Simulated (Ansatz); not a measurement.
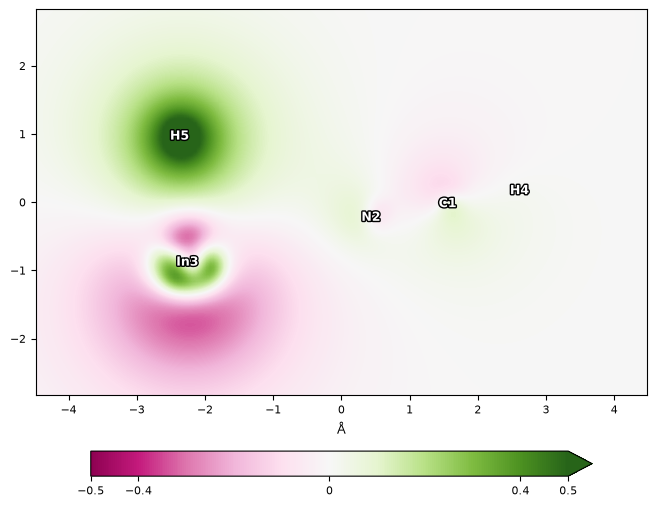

*CH₂InN. One frontier orbital on the molecular plane (values in Å⁻³ᐟ²; the overall sign is arbitrary).*

Geometry: PBE0-D4/def2-TZVP; core potentials replace the inner electrons of In; at this geometry the atoms fall into two loosely joined parts.

The calculation used RKS PBE0-D4/def2-TZVPP (Ansatz).

```xyz
5

C    -0.2695   -1.4691    0.4976
N     0.1295   -0.4323    0.2258
In    1.2430    2.0394   -0.3498
H    -0.6450   -2.4378    0.7504
H    -0.4081    2.2262   -1.1654
```

Which orbital is it: HOMO or LUMO?

Answer. The HOMO, at −5.04 eV. Its weight (Hirshfeld) is mainly on In3 (about 65 %) and H5 (about 30 %); it is symmetric in the molecular plane (an in-plane orbital: σ, lone-pair or in-plane π type).
